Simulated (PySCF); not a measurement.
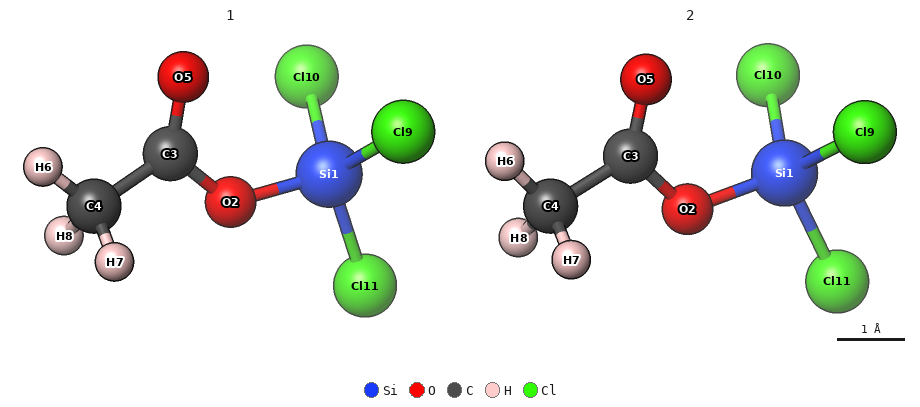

Two geometries of C$_{2}$H$_{3}$Cl$_{3}$O$_{2}$Si, drawn at one scale. One is the start of a relaxation, the other its converged end. Style: ball-and-stick. Shown at a tilt.

Level of theory: PBE0-D3(BJ)/def2-SVP geometry optimisation, gas phase (PySCF). 

**Which one is relaxed?**

Structure 2 is the relaxed one. The start comes from GFN2-xTB. Its atoms were then displaced at random by about 0.03 Å. The energy falls by 0.533 eV in 8 geometry steps. The atom that moves furthest after the best rigid fit is Cl11 (0.20 Å). By element the largest moves are Cl 0.20 Å, O 0.12 Å, H 0.10 Å, Si 0.09 Å, C 0.07 Å. Some distances before and after: Si1–Cl9 1.919 → 2.030 Å, Si1–Cl10 2.084 → 2.029 Å, Si1–Cl11 1.986 → 2.032 Å, C4–H6 1.056 → 1.095 Å. Among the angles between lasting bonds that change: Cl9–Si1–Cl11 117.5° → 110.0°, C3–C4–H8 102.3° → 109.8°, Si1–O2–C3 129.7° → 122.8°. The run took 3.1 min on 1 thread of AMD EPYC (shared host).
